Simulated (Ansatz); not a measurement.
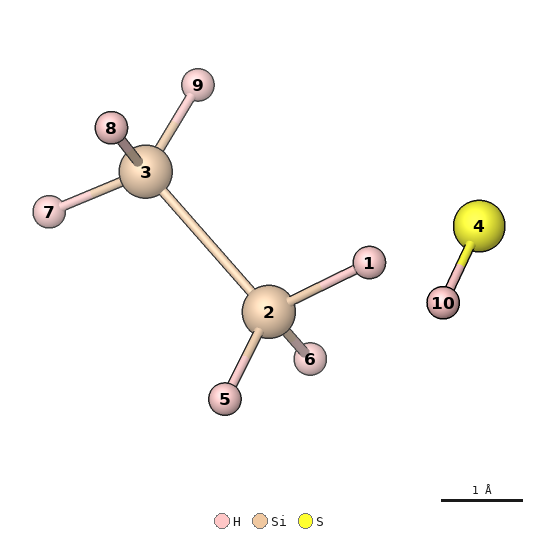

Orthographic view. Depth is shown by fading: the farther an atom, the more it takes the colour of the background. The species is neutral and a spin doublet. The computed structure is the end point of a PBE0-D4/def2-TZVP optimisation.

List the bonded neighbours of every atom.

H1: Si2
Si2: H1, Si3, H5, H6
Si3: Si2, H7, H8, H9
S4: H10
H5: Si2
H6: Si2
H7: Si3
H8: Si3
H9: Si3
H10: S4
